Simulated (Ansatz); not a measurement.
# SiH3O: one change and its effect

System: SiH3O, charge −1, SMILES O[SiH2-].
Method of run A: RHF-CCSD(T), frozen core/def2-TZVPPD (Ansatz 0.2.0).

The geometry: displaced from a GFN2-xTB structure. Text and figures count atoms from 1; the logs count them from 0 in places.

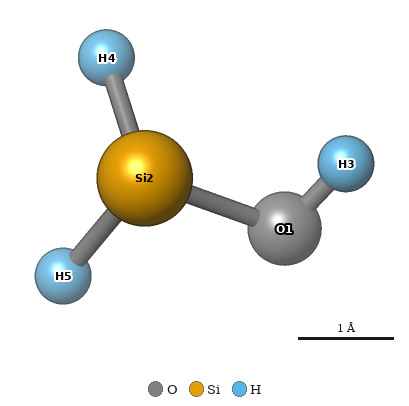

The input geometry (ball-and-stick view, seen at a tilt; atoms are numbered from 1 in the order of the input).

Input file, run A:
```yaml
crystal:
  periodic: [false, false, false]
  atoms:
    - {symbol: O, position_ang: [0.581700, -0.451600, 0.891200]}
    - {symbol: Si, position_ang: [0.287400, 0.221500, -0.722300]}
    - {symbol: H, position_ang: [0.612200, -1.419400, 0.685000]}
    - {symbol: H, position_ang: [-1.225600, -0.133300, -0.948800]}
    - {symbol: H, position_ang: [-0.032900, 1.663200, -0.027300]}
basis:
  gaussian: {orbitals: "def2-TZVPPD.json"}
total_charge: -1
correlation: {method: ccsd_t}
output: {forces: true}
```

Hardware: 4 CPU threads, shared host.

Output (run A):
```
Functional definition: HF
  exchange = exact_x
  correlation = 0
792 factors; integrals over basis functions are off by at most 9.8e-4 eV
mean field evaluation 1: about -9946.5740 eV, gradient 1.7e1 eV
mean field evaluation 2: about -9946.5753 eV, gradient 1.7e1 eV
mean field evaluation 4: about -9947.6932 eV, gradient 2.7e0 eV
mean field evaluation 8: about -9947.7234 eV, gradient 1.4e-3 eV
mean field evaluation 16: about -9947.7213 eV, gradient 2.3e-1 eV
mean field -9947.72342262 eV, -365.5720929721 hartree, gradient 3.3e-6 eV, S^2 0.000000; 0 other end points of the search recorded, 0 dependent functions left out
6 core orbitals not correlated: weight in the atoms' cores, before any rotation towards them, 1.000 or more for the frozen orbitals, at most 0.000 for the correlated occupied ones
reference -9947.72342262 eV, -365.5720929721 hartree; 7, 7 occupied and 126, 126 virtual orbitals, 792 factors
second order -10.68270131 eV of doubles, -0.00000000 eV of singles
cycle   1  -10.90760454 eV  change   -2.2e-1 eV  update   8.8e-2
cycle   2  -11.23311316 eV  change   -3.3e-1 eV  update   3.0e-2
cycle   3  -11.31791930 eV  change   -8.5e-2 eV  update   1.6e-2
cycle   4  -11.30870441 eV  change    9.2e-3 eV  update   4.3e-3
cycle   5  -11.30792899 eV  change    7.8e-4 eV  update   1.9e-3
cycle   6  -11.30844620 eV  change   -5.2e-4 eV  update   7.3e-4
cycle   7  -11.30806702 eV  change    3.8e-4 eV  update   3.2e-4
cycle   8  -11.30797536 eV  change    9.2e-5 eV  update   1.4e-4
cycle   9  -11.30804107 eV  change   -6.6e-5 eV  update   7.6e-5
cycle  10  -11.30803732 eV  change    3.8e-6 eV  update   3.5e-5
cycle  11  -11.30802478 eV  change    1.3e-5 eV  update   1.6e-5
cycle  12  -11.30803471 eV  change   -9.9e-6 eV  update   7.5e-6
cycle  13  -11.30803497 eV  change   -2.6e-7 eV  update   3.1e-6
perturbative correction -0.42973709 eV, -0.0157925466 hartree
the calculation of the forces begins
Total energy: -9959.46119467 eV, -366.0034481389 hartree
Atom 0 at     0.581700    -0.451600     0.891200 Å, force    -0.127738    -1.826795    -0.597044 eV/Å
Atom 1 at     0.287400     0.221500    -0.722300 Å, force    -0.258516     1.243023     0.640231 eV/Å
Atom 2 at     0.612200    -1.419400     0.685000 Å, force     0.161021     1.158139     0.609524 eV/Å
Atom 3 at    -1.225600    -0.133300    -0.948800 Å, force     0.118688     0.074830     0.137219 eV/Å
Atom 4 at    -0.032900     1.663200    -0.027300 Å, force     0.106545    -0.649198    -0.789930 eV/Å
Dipole moment:     0.025696    -0.444943     0.325186 e Å
```

Run B used a changed input.

The two runs side by side:

```csv
quantity,run A,run B
outcome,converged,converged
total energy (hartree),−366.003448,−364.859072
largest force (eV/Å),1.926,1.413
basis functions,139,139
wall time (shared host),20 s,0.65 s
```

Which change of the input explains these differences?

The change (lines with − go, lines with + come):
```diff
-correlation: {method: ccsd_t}
+hamiltonian: {xc: lda}
```

The total energies belong to different methods, so their difference says nothing on which is more stable or more accurate. The largest force goes from 1.926 to 1.413 eV/Å.

Output (run B):
```
Functional definition: SPW92
  exchange = slater_x
  correlation = pw_c
666 factors; their error is unknown
mean field evaluation 1: about -9926.9764 eV, gradient 2.0e1 eV
mean field evaluation 2: about -9924.4083 eV, gradient 4.0e1 eV
mean field evaluation 4: about -9928.3158 eV, gradient 2.5e0 eV
mean field evaluation 8: about -9928.3356 eV, gradient 2.4e-2 eV
mean field evaluation 16: about -9928.3211 eV, gradient 1.0e-4 eV
mean field -9928.32108348 eV, -364.8590701602 hartree, gradient 1.9e-5 eV, S^2 0.000000; 0 other end points of the search recorded, 0 dependent functions left out
the calculation of the forces begins
reference -9928.32112367 eV, -364.8590716373 hartree; 13, 13 occupied and 126, 126 virtual orbitals, 666 factors
Total energy: -9928.32112367 eV, -364.8590716373 hartree
Atom 0 at     0.581700    -0.451600     0.891200 Å, force    -0.175351    -1.246770    -0.641721 eV/Å
Atom 1 at     0.287400     0.221500    -0.722300 Å, force     0.056456     0.981547     0.729549 eV/Å
Atom 2 at     0.612200    -1.419400     0.685000 Å, force     0.169917     0.724711     0.476603 eV/Å
Atom 3 at    -1.225600    -0.133300    -0.948800 Å, force    -0.079870     0.089289     0.127773 eV/Å
Atom 4 at    -0.032900     1.663200    -0.027300 Å, force     0.028848    -0.548778    -0.692204 eV/Å
Dipole moment:     0.026661    -0.438983     0.346470 e Å
```
